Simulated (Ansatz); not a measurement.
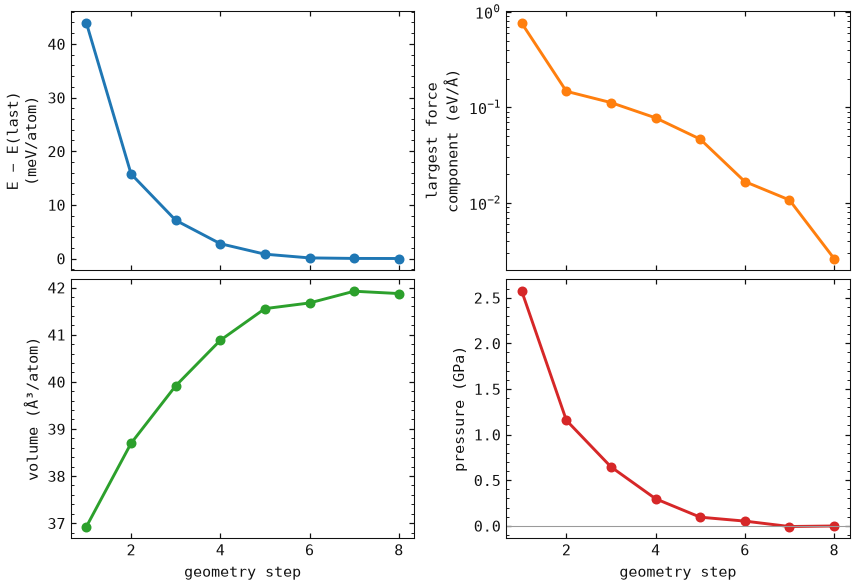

History of a geometry optimisation. Atoms and cell relax. A closing SCF on a freshly chosen basis isn't drawn.

```
crystal:
  lattice:
    - [2.865567, 4.963307, 0.0]
    - [-2.865567, 4.963307, 0.0]
    - [0.0, -3.308868, 9.087682]
  atoms:
    - { symbol: K, position: [0.3891, 0.3891, 0.1673] }
    - { symbol: K, position: [0.6109, 0.6109, 0.8327] }
    - { symbol: Hg, position: [0.0, 0.0, 0.0] }
    - { symbol: Ge, position: [0.0883, 0.0883, 0.2649] }
    - { symbol: Ge, position: [0.9117, 0.9117, 0.7351] }
    - { symbol: K, position: [0.208, 0.208, 0.624] }
    - { symbol: K, position: [0.792, 0.792, 0.376] }
  symmetry: { tolerance: 0.0003 }
kpoints:
  mp_grid: { grid: [4, 4, 4], shift: [0, 0, 0] }
magnetization:
  noncollinear: true
  spin_orbit: true
scf:
  occupations: { method: fermi_dirac }
hamiltonian:
  pseudopotentials: { kind: paw_fr }
  xc: pbe
basis:
  ecutwfc: 420
output:
  forces: true
  stress: true
  eigenvalues: true
relax:
  max_steps: 40
  cell: {}
  f_tol: 0.005
  max_displacement: 0.05
```

Run as:
```bash
ansatz run input.yaml --threads 1 --pin off --max-ram 2560MiB --backend cpu --events-out ev --progress --plain --runs-dir out
```

How did it end, and what did it gain?

The optimisation met its thresholds at geometry 8, counting the start as the first. The energy fell by about 44 meV/atom from the first step to the last. The largest force component goes from about 0.76 eV/Å at the start to 2.6 × 10⁻³ eV/Å at the end.

What happens to the cell?

The volume grows from 36.9 to 41.9 Å³ per atom (+13 %), as the pressure goes from 2.6 GPa to about 0 GPa. The start was compressed.

By which step was nine tenths of the energy gained?

By step 4 of 8.
